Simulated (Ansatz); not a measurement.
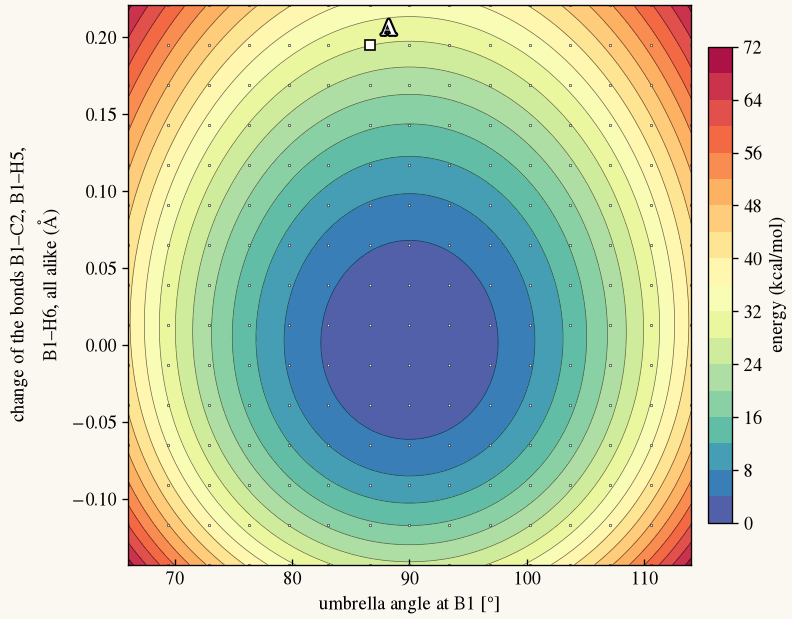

CH5BOSi, SMILES BC=[SiH]O. 
- First axis: umbrella angle at B1 (between each of its bonds and their common axis; 90 is planar). Second axis: change of the bonds B1–C2, B1–H5, B1–H6, all alike.
- Nothing is relaxed (all other coordinates rigid).
- The grid has 15 × 15 points; 121 points were computed and 104 follow by symmetry.
- Points are written as (first, second).
- Energies are in kcal/mol, from the relaxed molecule at the same level.
- All numbers below come from RHF/def2-TZVP (Ansatz 0.2.0).

In the figure: filled contours, dots at the grid points, the point A. Between grid points the surface is interpolated.

Question: Which way does the force act at A, and how strong is it?

Answer: A, at (86.6°, 0.195 Å), is not a stationary point. The computed force is 0.42 kcal/mol for each degree towards larger values of the first coordinate and 240 kcal/mol for each Å towards smaller values of the second coordinate.
